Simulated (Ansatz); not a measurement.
Consider CH₃SSi (charge −1).

```xyz
6

C     0.3479    1.3665    1.1273
S     1.4683    3.2903   -1.1257
Si    0.6805    1.4130   -0.8018
H     1.3220    1.3284    1.6480
H    -0.1588    2.2873    1.4630
H    -0.2425    0.4870    1.4406
```

Geometry: PBE0-D3(BJ)/def2-SVPD.

These are results of isolated molecule in a Gaussian basis; Kohn-Sham density functional theory, functional PBE0 in Ansatz 0.2.0, not measurements.

Q: What will maps of the electron density and electron localisation function show?

A: C–Si (1.96 Å): ρ at the midpoint is about 0.83 e/Å³; the ELF peaks at about 0.95 between the atoms: localised, covalent bonding.
Si–S (2.06 Å): ρ is about 0.9 e/Å³ halfway; the ELF peaks at about 0.85 between the atoms: a covalent bond.
C–H (1.10 Å): ρ is about 1.9 e/Å³ halfway; the ELF climbs to about 1 towards the hydrogen, as it does in any bond to H (an ordinary covalent bond to hydrogen).

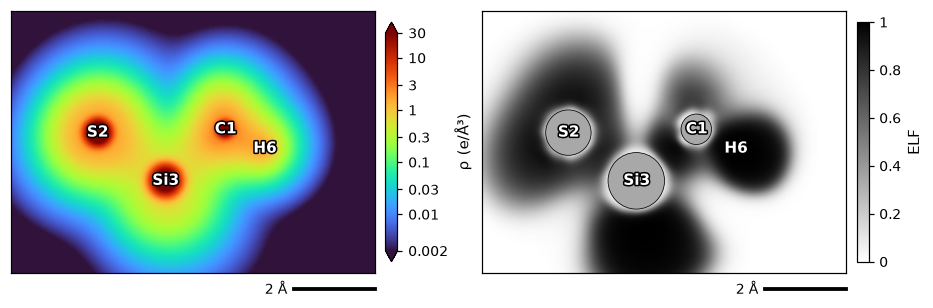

Computed electron density and electron localisation function on the plane of atoms C1, Si3 and S2, in this order. Grey discs cover the atomic cores in the ELF map. 
